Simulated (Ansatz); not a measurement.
H$_{6}$N$_{2}$OSi

```xyz
10

Si    0.0814   -0.1756   -0.3060
H     0.9245   -1.1899   -1.0493
O    -0.7097    0.7484   -1.4786
H    -0.2143    0.8055   -2.3134
N     1.2140    0.5839    0.7615
N    -1.2280   -0.6871    0.6936
H     0.9126    1.3546    1.3629
H     2.1923    0.6866    0.4847
H    -2.1245   -0.9430    0.2778
H    -1.0483   -1.1834    1.5669
```

These are results of UKS PBE-D4/def2-SVP in Ansatz 0.2.0, not measurements.

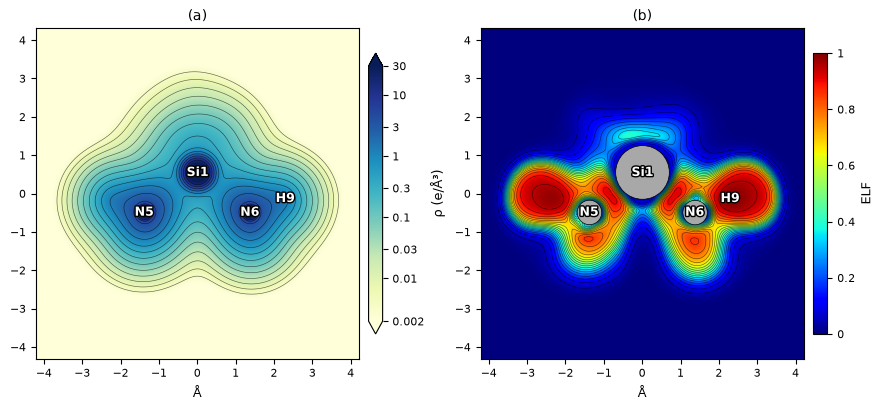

Figure 1. (a) electron density; (b) electron localisation function on the plane of atoms N5, Si1 and N6. Grey discs cover the atomic cores in the ELF map.

Describe what can be read from this map.

Answer. The plane passes through Si, N and H nuclei.
Si–N (1.72 Å): ρ is about 1.1 e/Å³ halfway; the ELF peaks at about 0.90 between the atoms: a shared but strongly polarised pair.
N–H (1.02 Å): ρ is about 2.7 e/Å³ halfway; the ELF climbs to about 1 towards the hydrogen, as it does in any bond to H; an ordinary covalent bond to hydrogen.

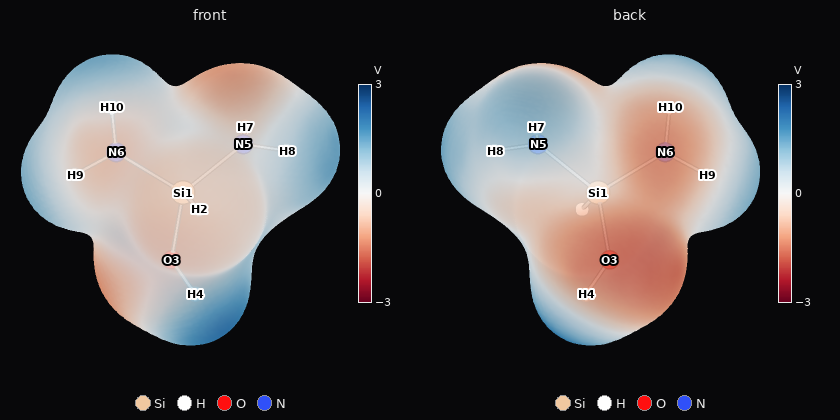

Figure 2. The electrostatic potential painted on the density surface at 0.002 e/bohr³, seen from the front and from behind; the colour scale runs from red (negative) to blue (positive).

Which sites attract a positive test charge, and which a negative one?

Answer. A positive charge is drawn to the negative regions and a negative charge to the positive ones. The most negative region (about −1.7 V) lies over O3, the most positive (about +2.1 V) over H4. O3 is the likeliest acceptor of a hydrogen bond.

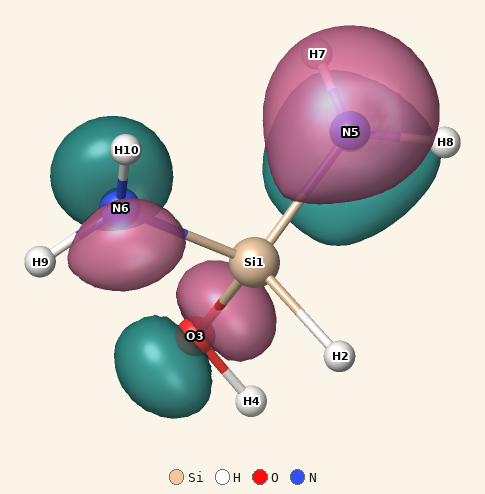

Figure 3. The HOMO−1 at ±0.15 Å⁻³ᐟ² (teal and pink are the two phases), seen at a tilt.

Where does this orbital lie, and at what energy?

Answer. It lies mainly on N5 (about 50 %), N6 (about 15 %) and O3 (about 15 %); largely a combination of lone pairs on N5, N6 and O3. Its energy is −5.64 eV.
